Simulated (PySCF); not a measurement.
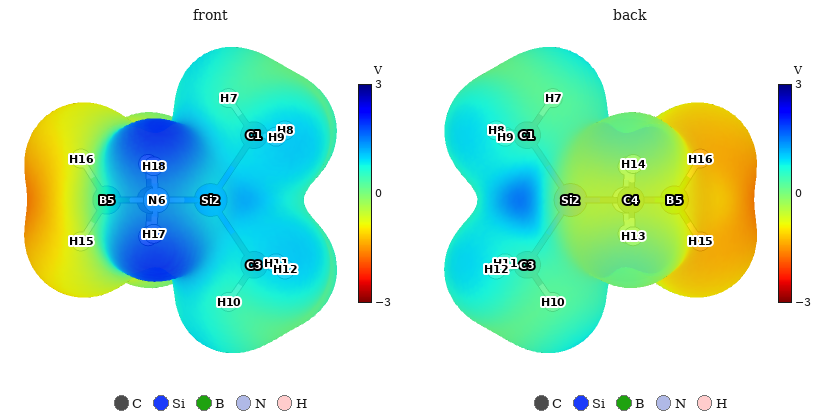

C$_{3}$H$_{12}$BNSi. The electrostatic potential painted on the density surface at 0.002 e/bohr³, seen from the front and from behind; the colour scale runs from red (negative) to blue (positive).

Geometry: GFN2-xTB.

Computed with PBE0/pcSseg-1, SCF density, gas phase, non-relativistic (PySCF).

```yaml
atoms:
  - { symbol: C, position_ang: [-1.1641, 1.6872, 0.7270] }
  - { symbol: Si, position_ang: [-0.4291, -0.0056, 0.2571] }
  - { symbol: C, position_ang: [-1.7033, -1.0301, -0.7193] }
  - { symbol: C, position_ang: [0.8969, -0.8254, 1.3024] }
  - { symbol: B, position_ang: [2.0328, -0.4391, 0.1564] }
  - { symbol: N, position_ang: [0.9603, 0.3311, -0.8933] }
  - { symbol: H, position_ang: [-0.4044, 2.3439, 1.1396] }
  - { symbol: H, position_ang: [-1.9383, 1.5710, 1.4779] }
  - { symbol: H, position_ang: [-1.6124, 2.1874, -0.1276] }
  - { symbol: H, position_ang: [-1.2525, -1.9277, -1.1312] }
  - { symbol: H, position_ang: [-2.1369, -0.4647, -1.5402] }
  - { symbol: H, position_ang: [-2.5176, -1.3405, -0.0734] }
  - { symbol: H, position_ang: [0.7491, -1.8887, 1.4730] }
  - { symbol: H, position_ang: [1.0499, -0.3732, 2.2791] }
  - { symbol: H, position_ang: [2.4879, -1.3671, -0.4242] }
  - { symbol: H, position_ang: [2.8281, 0.3692, 0.5020] }
  - { symbol: H, position_ang: [0.9320, -0.1196, -1.7981] }
  - { symbol: H, position_ang: [1.2130, 1.2983, -1.0455] }
```

**Which sites attract a positive test charge, and which a negative one?**

A positive charge is drawn to the negative regions and a negative charge to the positive ones. The most negative region (about −1.6 V) lies over H16, the most positive (about +2.0 V) over H17 and H18.
